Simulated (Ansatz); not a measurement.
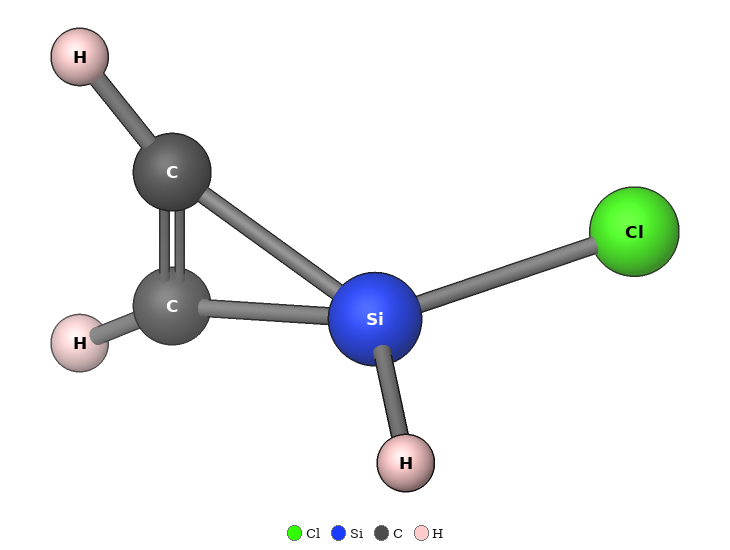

Orthographic view. Distant atoms are faded towards the background colour. The geometry was computed by an optimisation with PBE0-D4/def2-TZVP.

> Write the InChI string.

InChI=1S/C2H3ClSi/c3-4-1-2-4/h1-2,4H
